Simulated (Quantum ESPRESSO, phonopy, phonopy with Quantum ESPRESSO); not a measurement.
# Grüneisen parameters and expansion of NaCl (Fm-3m), part 8 of 8

Wanted: mode Grüneisen parameters of NaCl and a free-energy fit over volumes.

Experimental results on record:
- volume expansion coefficient 121.2 1e-6/K near room temperature (given in “Descriptors for thermal expansion in solids”, 2017, arXiv:1701.03966)
- volume expansion coefficient 119.1 1e-6/K and heat capacity C_P per formula unit 50.54 J/mol/K near room temperature (given in “High-Throughput Prediction of Finite-Temperature Properties using the Quasi-Harmonic Approximation”, 2016, arXiv:1603.06924)

Quantum ESPRESSO 7.5; DFT PBEsol, scalar-relativistic, plane waves, GBRV ultrasoft pseudopotentials.

So far. Step 24 (Lattice dynamics at this volume, V/V0 0.97): The time given is that of the 2 pw.x runs on displaced cells behind this step.

The database entry behind the starting cell differs from later determinations by our own check (an axis about 0.4 % short against later determinations), so it need not match the best structure at ambient conditions.

### 25. Ground state at this cell, V/V0 1.05

A tight ground state at this cell gives the energy of this member; its pressure is the stress at this cutoff, which can carry an offset from the finite basis.

This step: DFT PBEsol, scalar-relativistic, plane waves, GBRV ultrasoft pseudopotentials (Quantum ESPRESSO 7.5).

System of this step: NaCl. It takes space group Fm-3m (No. 225, cubic). The conventional cell has a = 5.668 Å, b = 5.668 Å, c = 5.668 Å, α = 90.00°, β = 90.00°, γ = 90.00°. Nearest to Na lie 6 Cl at 2.83 Å. Nearest to Cl lie 6 Na at 2.83 Å. Farther neighbours and most contacts between anions are not listed.

Contents of scf.in:

```
 &control
    calculation='scf',
    prefix='x',
    outdir='./tmp',
    pseudo_dir='./pseudo',
    tprnfor=.true.,
    tstress=.true.,
 /
 &system
    ibrav=0,
    nat=2,
    ntyp=2,
    ecutwfc=34.0,
    ecutrho=204.0,
    occupations='fixed',
    nbnd=10,
 /
 &electrons
    conv_thr=1.0d-12,
    mixing_beta=0.7,
    electron_maxstep=100,
 /
ATOMIC_SPECIES
 Na     22.9898  Na.upf
 Cl     35.4500  Cl.upf
CELL_PARAMETERS angstrom
     0.000000000    2.834197620    2.834197620
     2.834197620    0.000000000    2.834197620
     2.834197620    2.834197620    0.000000000
ATOMIC_POSITIONS crystal
 Na     0.000000000   0.000000000   0.000000000
 Cl     0.500000000   0.500000000   0.500000000
K_POINTS automatic
 8 8 8 0 0 0
```

Started as:

```sh
$ OMP_NUM_THREADS=1 mpirun -n 8 pw.x -nk 8 -in scf.in > scf.out
```

What it wrote:

```text
[banner, memory and clock lines left out]
Program PWSCF v.7.5

     Message from routine setup:
     using ibrav=0 with symmetry is DISCOURAGED, use correct ibrav instead

     G-vector sticks info

     bravais-lattice index     =            0
     lattice parameter (alat)  =       7.5743  a.u.
     unit-cell volume          =     307.2678 (a.u.)^3
     number of atoms/cell      =            2
     number of atomic types    =            2
     number of electrons       =        16.00
[...]
Total force =     0.000000     Total SCF correction =     0.000000

     Computing stress (Cartesian axis) and pressure

     negative rho (up, down):  1.428E-02 0.000E+00
          total   stress  (Ry/bohr**3)                   (kbar)     P=      -13.47
  -0.00009158  -0.00000000  -0.00000000          -13.47       -0.00       -0.00
  -0.00000000  -0.00009158  -0.00000000           -0.00      -13.47       -0.00
  -0.00000000  -0.00000000  -0.00009158           -0.00       -0.00      -13.47

     XML data file, charge density, pseudopotentials, collected wavefunctions
[key lines of the parts left out:]
!    total energy              =    -128.63155378 Ry
convergence has been achieved in  10 iterations
```

The job ended after 2.1 s (8 MPI ranks of Intel Xeon 6975P-C (Granite Rapids), shared host).

The run ends at a pressure of -1.35 GPa.

### 26. Born charges and dielectric tensor

In a polar crystal the Born charges and ε∞ give the long-range dipole term that a finite supercell misses. They are those of this k-mesh and were not tested on a denser one; where the gap is small they converge slowly, and the LO modes with them.

Contents of ph.in:

```
phonons
 &inputph
    prefix='x',
    outdir='./tmp',
    fildyn='x.dyn',
    tr2_ph=1.0d-18,
    epsil=.true.,
 /
0.000000000 0.000000000 0.000000000
```

scf.in is that of step 25.

Started as:

```sh
$ OMP_NUM_THREADS=1 mpirun -n 8 ph.x -nk 8 -in ph.in > ph.out
```

What it wrote:

```text
[banner, memory and clock lines left out]
Program PHONON v.7.5

     ./tmp/x.save/

     IMPORTANT: XC functional enforced from input :
     Exchange-correlation= PBESOL
                           (   1   4  10   8   0   0   0)
     Any further DFT definition will be discarded
     Please, verify this is what you really want

     G-vector sticks info

     negative rho (up, down):  1.428E-02 0.000E+00
     Reading collected, re-writing distributed wavefunctions in ./tmp/

     Number and degeneracy of irreps per q-point
[...]
freq (    1) =      -0.688502 [THz] =     -22.965940 [cm-1]
     freq (    2) =      -0.688502 [THz] =     -22.965940 [cm-1]
     freq (    3) =      -0.688502 [THz] =     -22.965940 [cm-1]
     freq (    4) =       4.547534 [THz] =     151.689410 [cm-1]
     freq (    5) =       4.547534 [THz] =     151.689410 [cm-1]
     freq (    6) =       4.547534 [THz] =     151.689410 [cm-1]
 **************************************************************************

     Mode symmetry, O_h (m-3m)  point group:

     freq (   1-   3) =        -23.0  [cm-1]   --> T_1u G_15  G_4- I
     freq (   4-   6) =        151.7  [cm-1]   --> T_1u G_15  G_4- I
```

Wall time 16 s (8 MPI ranks).

ε∞:

```
2.54 0.00 0.00
0.00 2.54 0.00
0.00 0.00 2.54
```

The Born charges sum to zero within 0.028 e; the rest is removed before use. Acoustic frequencies in this log differ from zero by the error of the sum rule, which ph.x does not impose. This version of ph.x has a suspected fault in its gradient-corrected response, so the tensors carry some doubt.

### 27. A displaced supercell

One atom (for the harmonic constants) or a pair of atoms (for the cubic ones) is moved by a few hundredths of an ångström; the forces on all atoms give a column of force constants. The threshold is tight because the forces are small.

System of this step: NaCl. The cell holds 54 atoms: 27 Na and 27 Cl. Its edges and angles: a = 12.024 Å, b = 12.024 Å, c = 12.024 Å, α = 60.0°, β = 60.0°, γ = 60.0°. It derives from NaCl, repeated 3×3×3.

Contents of disp-00001.in:

```
 &control
    calculation='scf',
    prefix='x',
    outdir='./tmp',
    pseudo_dir='./pseudo',
    tprnfor=.true.,
    disk_io='none',
 /
 &system
    ibrav=0,
    nat=54,
    ntyp=2,
    ecutwfc=34.0,
    ecutrho=204.0,
    occupations='fixed',
    nbnd=218,
 /
 &electrons
    conv_thr=1.0d-11,
    mixing_beta=0.7,
    electron_maxstep=100,
 /
ATOMIC_SPECIES
 Na     22.9898  Na.upf
 Cl     35.4500  Cl.upf
CELL_PARAMETERS angstrom
     0.000000000    8.502592860    8.502592860
     8.502592860    0.000000000    8.502592860
     8.502592860    8.502592860    0.000000000
ATOMIC_POSITIONS crystal
 Na     0.001663273   0.000000000   0.000000000
 Na     0.333333333   0.000000000   0.000000000
 Na     0.666666667   0.000000000   0.000000000
 Na     0.000000000   0.333333333   0.000000000
 Na     0.333333333   0.333333333   0.000000000
 Na     0.666666667   0.333333333   0.000000000
 Na     0.000000000   0.666666667   0.000000000
 Na     0.333333333   0.666666667   0.000000000
 Na     0.666666667   0.666666667   0.000000000
 Na     0.000000000   0.000000000   0.333333333
 Na     0.333333333   0.000000000   0.333333333
 Na     0.666666667   0.000000000   0.333333333
 Na     0.000000000   0.333333333   0.333333333
 Na     0.333333333   0.333333333   0.333333333
 Na     0.666666667   0.333333333   0.333333333
 Na     0.000000000   0.666666667   0.333333333
 Na     0.333333333   0.666666667   0.333333333
 Na     0.666666667   0.666666667   0.333333333
 Na     0.000000000   0.000000000   0.666666667
 Na     0.333333333   0.000000000   0.666666667
 Na     0.666666667   0.000000000   0.666666667
 Na     0.000000000   0.333333333   0.666666667
 Na     0.333333333   0.333333333   0.666666667
 Na     0.666666667   0.333333333   0.666666667
 Na     0.000000000   0.666666667   0.666666667
 Na     0.333333333   0.666666667   0.666666667
 Na     0.666666667   0.666666667   0.666666667
 Cl     0.166666667   0.166666667   0.166666667
 Cl     0.500000000   0.166666667   0.166666667
 Cl     0.833333333   0.166666667   0.166666667
 Cl     0.166666667   0.500000000   0.166666667
 Cl     0.500000000   0.500000000   0.166666667
 Cl     0.833333333   0.500000000   0.166666667
 Cl     0.166666667   0.833333333   0.166666667
 Cl     0.500000000   0.833333333   0.166666667
 Cl     0.833333333   0.833333333   0.166666667
 Cl     0.166666667   0.166666667   0.500000000
 Cl     0.500000000   0.166666667   0.500000000
 Cl     0.833333333   0.166666667   0.500000000
 Cl     0.166666667   0.500000000   0.500000000
 Cl     0.500000000   0.500000000   0.500000000
 Cl     0.833333333   0.500000000   0.500000000
 Cl     0.166666667   0.833333333   0.500000000
 Cl     0.500000000   0.833333333   0.500000000
 Cl     0.833333333   0.833333333   0.500000000
 Cl     0.166666667   0.166666667   0.833333333
 Cl     0.500000000   0.166666667   0.833333333
 Cl     0.833333333   0.166666667   0.833333333
 Cl     0.166666667   0.500000000   0.833333333
 Cl     0.500000000   0.500000000   0.833333333
 Cl     0.833333333   0.500000000   0.833333333
 Cl     0.166666667   0.833333333   0.833333333
 Cl     0.500000000   0.833333333   0.833333333
 Cl     0.833333333   0.833333333   0.833333333
K_POINTS automatic
 2 2 2 0 0 0
```

Started as:

```sh
$ OMP_NUM_THREADS=1 mpirun -n 4 pw.x -nk 4 -in disp-00001.in > disp-00001.out
```

What it wrote:

```text
[banner, memory and clock lines left out]
Program PWSCF v.7.5

     Message from routine setup:
     using ibrav=0 with symmetry is DISCOURAGED, use correct ibrav instead

     G-vector sticks info

     bravais-lattice index     =            0
     lattice parameter (alat)  =      22.7230  a.u.
     unit-cell volume          =    8296.2293 (a.u.)^3
     number of atoms/cell      =           54
     number of atomic types    =            2
     number of electrons       =       432.00
[...]
atom    1 type  1   force =     0.00000000   -0.00101956   -0.00101956
     atom    2 type  1   force =     0.00000000    0.00013841    0.00013841
     atom    3 type  1   force =    -0.00000000    0.00013593    0.00013593
[...]
atom   53 type  2   force =     0.00005381   -0.00003111   -0.00003111
     atom   54 type  2   force =    -0.00005319   -0.00003091   -0.00003091

     Total force =     0.001658     Total SCF correction =     0.000000
     Message from routine punch:
     Nothing written, as per user request (disk_io='none')
[key lines of the parts left out:]
!    total energy              =   -3473.05150227 Ry
convergence has been achieved in  13 iterations
```

The job ended after 9 min (4 MPI ranks; 36 min of CPU time).

### 28. Phonons, V/V0 1.05

This step: DFT PBEsol, scalar-relativistic, plane waves, GBRV ultrasoft pseudopotentials (phonopy with Quantum ESPRESSO 4.10.0 / 7.5).

Elapsed: 9 min, on 8 threads; 71 min of CPU time.

Phonopy, LO-TO term from ph.x's tensors. Phonon branches along the path, in cm⁻¹:

```csv
point,branch 1,branch 2,branch 3,branch 4,branch 5,branch 6
Γ,0,0,0,154,154,248
X,83,83,130,158,158,169
U,96,123,126,148,165,167
jump to K,96,123,126,148,165,167
Γ,0,0,0,154,154,248
L,108,108,129,129,165,209
W,114,114,126,146,165,165
X,83,83,130,158,158,169
```

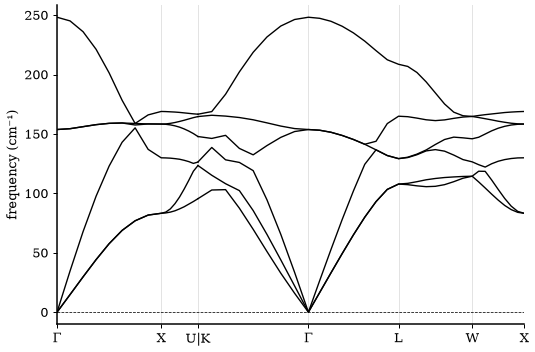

Phonon branches along the path.

No mode is imaginary beyond numerical noise along the path. The highest zone-centre mode (no LO–TO term) moved by -11.8 % for a volume change of +5.0 %.

The time given is that of the 2 pw.x runs on displaced cells behind this step.

### 29. How the modes move with volume

This step: DFT PBEsol, scalar-relativistic, plane waves, GBRV ultrasoft pseudopotentials (phonopy 4.10.0).

Numbers from this step:

- share of modes with a negative Grüneisen parameter: 0.037

Mean Grüneisen, by row:

```csv
T (K),heat-capacity-weighted mean,root mean square
50,1.327,1.583
100,1.535,1.742
200,1.592,1.782
300,1.603,1.79
500,1.608,1.793
800,1.61,1.795
```

The mean mode Grueneisen parameter by wavenumber:

| wavenumber (cm⁻¹) | mean mode Grueneisen parameter |
| --- | --- |
| 4 | - |
| 22 | 1.22 |
| 30 | 0.863 |
| 48 | 0.657 |
| 65 | 0.811 |
| 83 | 0.626 |
| 91 | 0.812 |
| 109 | 1.07 |
| 126 | 1.05 |
| 135 | 1.16 |
| 152 | 2.01 |
| 170 | 2.27 |
| 178 | 2.37 |
| 196 | 1.7 |
| 213 | 1.23 |
| 231 | 1.14 |
| 240 | 1.12 |
| 257 | 1.12 |

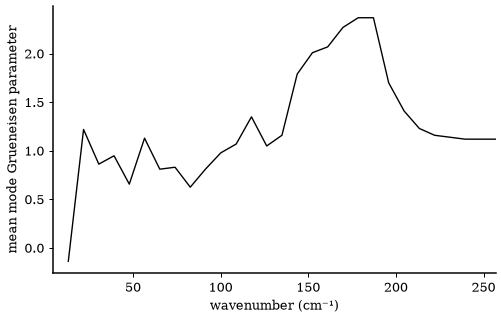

Mean mode Grueneisen parameter against wavenumber.

Volume series, by row:

| V/V0 | V (Å³/atom) | pressure (GPa) | E - E0 (meV/atom) | gap (eV) | zero-point energy (meV/atom) | lowest on the path (cm⁻¹) | highest at Gamma without the LO-TO term (cm⁻¹) |
| --- | --- | --- | --- | --- | --- | --- | --- |
| 0.97 | 21.03 | 0.737 | 3.801 | 5.177 | 28.75 | 0 | 187.5 |
| 0.985 | 21.36 | 0.272 | 1.412 | 5.116 | 28.01 | 0 | 180.8 |
| 1 | 21.68 | -0.159 | 0 | 5.058 | 27.29 | 0 | 174.3 |
| 1.015 | 22.01 | -0.552 | -0.602 | 5.002 | 26.59 | 0 | 167.9 |
| 1.03 | 22.33 | -0.921 | -0.303 | 4.948 | 25.91 | 0 | 161.8 |
| 1.05 | 22.77 | -1.347 | 0.975 | 4.879 | 25.04 | 0 | 153.7 |

The optical frequency at Gamma without the LO-TO term, mode 4 by V/V0:

```csv
V/V0,"optical frequency at Gamma without the LO-TO term, mode 4 (cm⁻¹)"
0.9700,187
0.9850,181
1.0000,174
1.0150,168
1.0300,162
1.0500,154
```

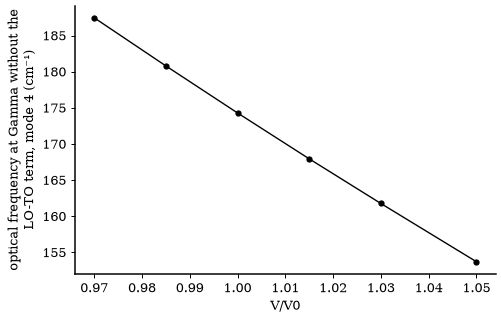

Optical frequency at Gamma without the LO-TO term, mode 4 against V/V0.

Grüneisen at points, by row:

```
point  branch  frequency (cm⁻¹)  mode Grüneisen parameter
    Γ       4             174.3                      2.46
    Γ       6               262                      1.13
    X       1              82.7                     -0.17
    X       3             130.8                      0.05
    X       4               181                       2.6
    X       6             192.3                      2.58
    U       1              99.8                      0.92
    U       2             123.3                     -0.05
    U       3             130.8                      0.73
    U       4             168.6                      2.56
    U       5             184.1                      2.22
    U       6             190.2                      2.59
    K       1              99.8                      0.92
    K       2             123.3                     -0.05
    K       3             130.8                      0.73
    K       4             168.6                      2.56
    K       5             184.1                      2.22
    K       6             190.2                      2.59
    L       1             120.7                      2.23
    L       3             144.3                      2.18
    L       5             175.8                      1.33
    L       6             220.2                      1.12
    W       1             114.1                     -0.08
    W       3             138.6                      1.85
    W       4             159.9                      1.85
    W       5               188                      2.58
```

The printed pressures lie 0.64 GPa below −dE/dV of the same runs on average, in a series that spans 2.1 GPa: energy and stress disagree, as they do when the basis is incomplete, so the pressures are not converged, and volume, bulk modulus and expansion from the fit are rough.

### 30. Quasi-harmonic fit by phonopy

Table of energy (each curve on its own zero) by volume; values in meV/atom:

| volume (Å³/atom) | static | F at 0 K | F at 300 K | F at 900 K |
| --- | --- | --- | --- | --- |
| 21.032 | 4.4 | 6.21 | 9.43 | 18.8 |
| 21.357 | 2.01 | 3.09 | 5.08 | 10.8 |
| 21.682 | 0.6 | 0.96 | 1.7 | 3.78 |
| 22.007 | 0 | -0.34 | -0.87 | -2.48 |
| 22.332 | 0.3 | -0.72 | -2.54 | -7.85 |
| 22.766 | 1.58 | -0.32 | -3.9 | -14.2 |

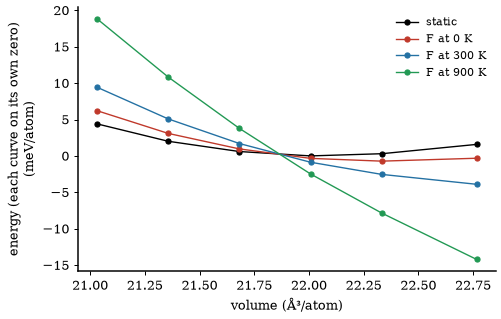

Energy (each curve on its own zero), plotted against volume.

### 31. What came out

```
mean mode Grüneisen parameter at 300 K : 1.60
```

The free-energy minimum reaches the edge of the computed volumes already at low temperature, so no expansion is given. The heat-capacity-weighted Grüneisen parameter goes from 1.33 at 50 K to 1.61 at 800 K; 4 % of the modes stiffen on expansion. Weighting γ by the density of states and each mode's heat capacity at 300 K, modes below 90 cm⁻¹ give about 6 % of the sum of γC that drives the expansion, those up to 180 cm⁻¹ 65 % and the rest 29 %. Among the labelled points γ is largest for branch 4 at X (181 cm⁻¹, 2.6) and most negative for branch 1 at X (82.7 cm⁻¹, -0.17). The printed pressures lie 0.64 GPa below −dE/dV of the same runs on average, in a series that spans 2.1 GPa: energy and stress disagree, as they do when the basis is incomplete, so the pressures are not converged, and volume, bulk modulus and expansion from the fit are rough. The supercell is 9.8 Å across at its narrowest and was not tested against a larger one: only its own wavevectors are exact, and acoustic branches between them, with the entropy at low temperature, can be off.

[Logs are printed without paths, hosts, clocks, repeated set-up lines and the standing remarks that a program may print on its own settings, such as how far it seeks lower states.]

[Hosts, paths, dates, database ids (printed as entryN), source tags and the programs' standing remarks are cut or masked in the printed files.]

[A step with changed settings may run another functional than the one named; its input shows which.]

[Of the runs on displaced cells, only some may be shown.]
